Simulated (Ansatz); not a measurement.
## MgO: thickness series

The parent structure is MgO in the rock salt structure (space group Fm-3m, No. 225; a = 4.2141 Å). Axes: x, y, z lie along the cube axes.

Free-standing slabs (2 atom(s) a layer) normal to the z axis with 15 Å of vacuum; in-plane cell held at bulk.

The values are results of PBEsol (Ansatz, a first-principles code), no spin-orbit coupling, not measurements.

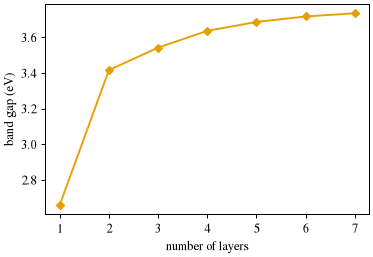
Band gap against number of layers

| number of layers | band gap |
|---|---|
| 1 | 2.66 eV |
| 2 | 3.42 eV |
| 3 | 3.54 eV |
| 4 | 3.64 eV |
| 5 | 3.69 eV |
| 6 | 3.72 eV |
| 7 | 3.74 eV |

Stability against distortions was not tested.
